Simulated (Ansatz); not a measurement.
## Converging the k-point mesh at a smearing width of 0.02 eV: Sb (R-3m, 2 atoms in the cell)

```xyz
2
Lattice="3.9771 -2.1658 0.0000 3.9771 2.1658 0.0000 2.7977 0.0000 3.5610" Properties=species:S:1:pos:R:3 pbc="T T T"
Sb     2.5581     0.0000     0.8472
Sb     8.2414     0.0000     2.7295
```

Level of theory: PBEsol, default PAW files made with PBE (plane waves; Ansatz, an electronic-structure program).

Base settings: basis.ecutwfc = 420 eV; kpoints.mp_grid.grid = 9 9 9; hamiltonian.xc = pbesol; hamiltonian.pseudopotentials = {kind: paw} (the program's default PAW files); scf.occupations.method = fermi_dirac; scf.occupations.width = 0.1 eV.

In this ladder: scf.occupations.width = 0.02 eV.

Only quantities that move along the ladder and can be compared are tabulated.

The count of work is k-points × plane waves × bands × iterations; it is no time. 

The starting cell has typed, rounded lattice constants, without a prior relaxation at this level. Its lattice was rescaled by up to half a per cent. One atom was moved a little off its site on purpose. Ansatz's pressure includes its estimate of the finite-basis (Pulay) stress.

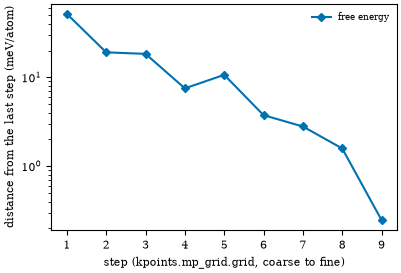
*Distance from the last step along the ladder; very small values are drawn at a floor.*

| kpoints.mp_grid.grid | free energy less the last step's (meV/atom) | pressure (GPa) | largest difference of a force vector from the last step's (eV/Å) | count of work / last |
|---|---|---|---|---|
| 3 3 3 | -51.83 | -0.67 | 0.268 | 0.0059 |
| 4 4 4 | -19.12 | -1.48 | 0.236 | 0.013 |
| 5 5 5 | -18.38 | -1.51 | 0.166 | 0.019 |
| 6 6 6 | -7.51 | -1.38 | 0.138 | 0.031 |
| 7 7 7 | -10.67 | -1.41 | 0.052 | 0.043 |
| 8 8 8 | -3.75 | -1.48 | 0.037 | 0.074 |
| 10 10 10 | -2.80 | -1.44 | 0.026 | 0.11 |
| 12 12 12 | -1.58 | -1.43 | 0.019 | 0.18 |
| 18 18 18 | -0.25 | -1.44 | 0.000 | 0.66 |
| 22 22 22 | 0.00 | -1.43 | 0.000 | 1.0 |

Coarsest kpoints.mp_grid.grid that holds the forces within 0.01 eV/Å of the last step, with all finer ones: 18 18 18; the step before is off by 0.019 eV/Å.

Coarsest kpoints.mp_grid.grid that holds the free energy within 5 meV/atom of the last step, with all finer ones: 8 8 8, at 0.074 of the last step's count of work; the step before is off by 11 meV/atom.

Coarsest kpoints.mp_grid.grid that holds the pressure within 0.2 GPa of the last step, with all finer ones: 4 4 4, at 0.013 of the last step's count of work; the step before is off by 0.77 GPa.

Two neighbours can agree and both be off: 4 4 4 and 5 5 5 differ by 0.74 meV/atom in the free energy, yet lie about 18 meV/atom from the last step.

Keys are those of Ansatz 0.2.
